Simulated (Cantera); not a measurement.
Input: 1 mol Al₂O₃, 0.71 mol H₂O, held at 10.0 Torr.

Equilibrium computed with Cantera from the NASA thermochemical tables; the gas is ideal and each condensed phase is pure. Candidate condensed phases: Al, Al₂O₃, H₂O; 19 gas species. Gases not in the tables: Al(OH)₃. Rates play no part.

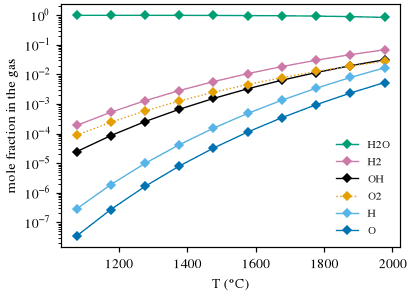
Figure: Equilibrium gas composition (values under 1e-9 drawn at 1e-9)

Question: Read off the mole fractions at 1277 °C.

Answer: H₂O about 1.00, H₂ about 0.0013, O₂ about 0.00058, OH about 0.00025, H about 9.8e-6, O about 1.6e-6.
